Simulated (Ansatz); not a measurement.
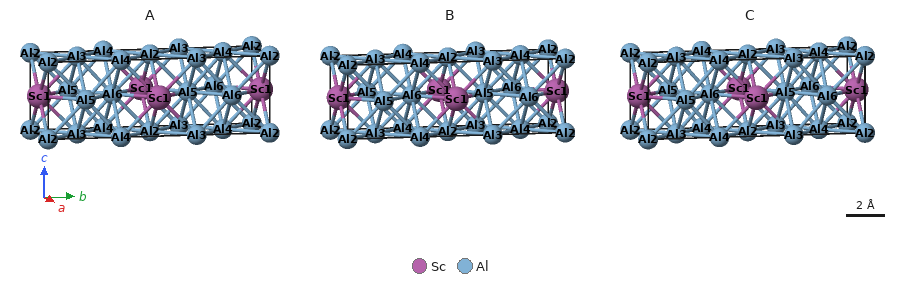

3 geometries from one relaxation of a crystal of ScAl5 (a generated structure, set up in Cmmm) (coarse preliminary run), in shuffled order. The picture is a ball-and-stick view of the conventional cell (2 times the calculation's cell), seen from a free direction. Lengths and directions refer to the drawn axes.

Computed with Ansatz, DFT PBE, scalar-relativistic, plane waves, PAW. Set-up: plane-wave cutoff 420 eV; k-point mesh 4 × 4 × 4; occupations gaussian; smearing width 0.1 eV; no spin polarisation; cell and atoms relaxed; force threshold 0.04 eV/Å; at most 70 steps.

> Put them in the order of the run, from the start to the converged end.

B, A, C. They are steps 0, 1, 5, at +0.191 eV per cell of the calculation, +35.3 meV per cell of the calculation relative to the last. The largest moves relative to the cell, 0.082 Å, are those of Al5 and Al6. Al6 goes along −b. Sc stays in place. The volume changes by +6.9 %, with a 4.008 → 4.135 Å (+3.2 %), b 12.023 → 11.978 Å (−0.4 %), c 4.008 → 4.168 Å (+4.0 %). Some distances before and after: Al2–Al5 2.834 → 2.943 Å, Sc1–Al2 2.834 → 2.935 Å, Sc1–Al3 2.834 → 2.926 Å, Al2–Al3 2.834 → 2.914 Å. The space group stays Cmmm (No. 65). The energy falls by 0.191 eV per cell of the calculation in 4 accepted moves (5 points after the start). The largest force component goes from 0.34 to 0.013 eV/Å. Pressure: 6.29 GPa at the start and 0.05 GPa at the end. The SCF was repeated once at an unchanged geometry on a basis and grid sized afresh for the cell, which shifted the energy by 4.2 meV per cell of the calculation at most.

Limits of the set-up: the k-point mesh is coarse for a cell with partly filled bands.
